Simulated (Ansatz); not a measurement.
**C2H6BFSe: one species, many methods**

Aim: compute C2H6BFSe with functionals from several rungs and with coupled cluster. The yardstick is the atomisation energy at the CCSD(T) limit.

Program: Ansatz 0.2.0, Gaussian basis. Level of theory: functionals in def2-TZVPP, the program's frozen cores in correlated methods. These are calculated values, not measurements.

Levels to be run: PBE-D4, r2SCAN-D4, PBE0-D4, B3LYP-D4, ωB97X-V, ωB97M-V, B2PLYP; CCSD(T)/def2-TZVPP; MP2/def2-QZVPP; extrapolation to the limit.

**1. Structure used throughout**

All runs share one geometry, relaxed beforehand with PBE0-D4 in a triple-zeta def2 set.

SMILES `C[Se]BCF`, 11 atoms, charge 0, spin multiplicity 1.

Atoms are counted from 1 here; the program's logs count them from 0.

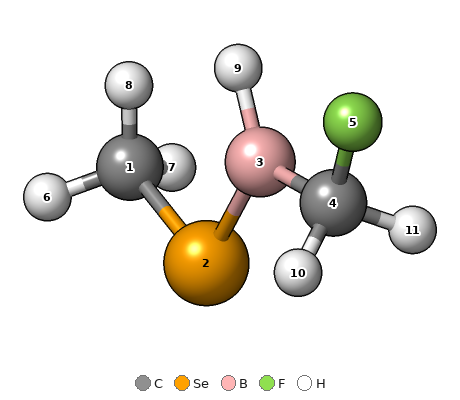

The geometry (carbon grey, selenium orange, boron pink, fluorine green, hydrogen white); atoms are numbered from 1 in the order of the file.

As a file:

```xyz
11

C    -1.9692    0.7059    1.0086
Se   -1.1761   -0.5477   -0.2583
B     0.6632   -0.0799   -0.1417
C     1.7086   -0.8030   -1.0606
F     3.0195   -0.4888   -0.7192
H    -2.5735    0.1424    1.7165
H    -2.5960    1.4087    0.4639
H    -1.1717    1.2321    1.5270
H     0.9918    0.7743    0.6238
H     1.6108   -1.8951   -1.0317
H     1.5578   -0.5059   -2.1077
```

**2. PBE-D4 (GGA)**

in.yaml reads:

```yaml
crystal:
  periodic: [false, false, false]
  atoms:
    - {symbol: C, position_ang: [-1.969242, 0.705886, 1.008558]}
    - {symbol: Se, position_ang: [-1.176110, -0.547737, -0.258290]}
    - {symbol: B, position_ang: [0.663221, -0.079949, -0.141667]}
    - {symbol: C, position_ang: [1.708596, -0.803029, -1.060591]}
    - {symbol: F, position_ang: [3.019486, -0.488837, -0.719164]}
    - {symbol: H, position_ang: [-2.573458, 0.142370, 1.716499]}
    - {symbol: H, position_ang: [-2.596005, 1.408721, 0.463864]}
    - {symbol: H, position_ang: [-1.171725, 1.232132, 1.527044]}
    - {symbol: H, position_ang: [0.991835, 0.774322, 0.623830]}
    - {symbol: H, position_ang: [1.610802, -1.895059, -1.031735]}
    - {symbol: H, position_ang: [1.557801, -0.505921, -2.107750]}
basis:
  gaussian: {orbitals: def2-TZVPP}
hamiltonian: {xc: pbe, dispersion: d4}
output: {forces: true, orbitals: {seedname: orbitals}}
```

The run is started by

```bash
ansatz run in.yaml --threads 4 --pin off --events-out ev --progress --plain --max-ram 10444MiB
```

After this run come: r2SCAN-D4 (meta-GGA); PBE0-D4 (hybrid); B3LYP-D4 (hybrid); ωB97X-V (range-separated); ωB97M-V (range-separated); B2PLYP (double hybrid); CCSD(T) in def2-TZVPP; MP2 in def2-QZVPP.

**Question.** What will the summary of the whole plan be? Wanted: atomisation energy, CCSD(T)/CBS; farthest; mean size of error, hybrid; mean size of error, range-separated; gap, smallest and largest; T1 diagnostic; triples share of the correlation energy.

The runs gave:

```
                               quantity                                                   value
        atomisation energy, CCSD(T)/CBS                                           4004.1 kJ/mol
 functionals within 40.0 kJ/mol (1.0 %)  r2SCAN-D4, PBE0-D4, B3LYP-D4, ωB97X-V, ωB97M-V, B2PLYP
                               farthest                                   PBE-D4 (+99.1 kJ/mol)
             mean size of error, hybrid                                             18.0 kJ/mol
    mean size of error, range-separated                                              8.9 kJ/mol
              gap, smallest and largest                    4.24 eV (PBE-D4), 10.57 eV (ωB97X-V)
                          T1 diagnostic                                                  0.0121
triples share of the correlation energy                                                   3.6 %
```

PBE-D4 misses by +99.1 kJ/mol. Double hybrids carry the basis error of their MP2 part in triple zeta, and no dispersion term here, so their miss is partly the set-up's. Misses under about 40.0 kJ/mol are within the doubt on the reference itself, which lacks core-valence correlation, relativity and higher excitations, and its outer-core shells are covered unevenly. All levels share the lack of spin-orbit coupling, which lowers the free heavy atoms and so the true binding. Hartree-Fock recovers 74 % of the binding; the rest is correlation. The gap grows from 4.2 to 10.6 eV across the functionals, mostly with the share of exact exchange. Correlated methods include outer-core shells of Se, which these sets cover unevenly.
